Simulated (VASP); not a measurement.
Band structure of AlGa₃N₄ (space group P-43m). Computed with r2SCAN meta-GGA, VASP's PBE PAW potentials (set 64) (plane waves; VASP 6.6.1).

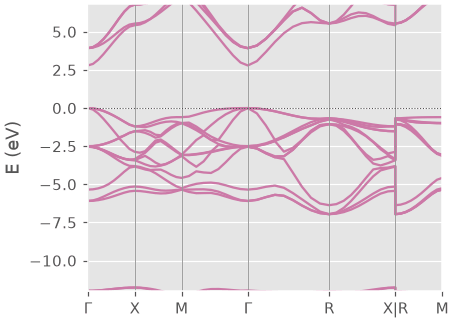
Figure. Bands along high-symmetry lines, zero at the valence-band maximum or, without a gap, the Fermi level

Question: Read the plot: is there a gap, and where are the band edges?

Answer: The gap is direct, 2.79 eV, from the valence maximum at Γ to the conduction minimum at Γ.

The structure comes from a computed database's AlGa3N4 entry (P-43m); how it stands against other phases isn't given here. It was relaxed first.
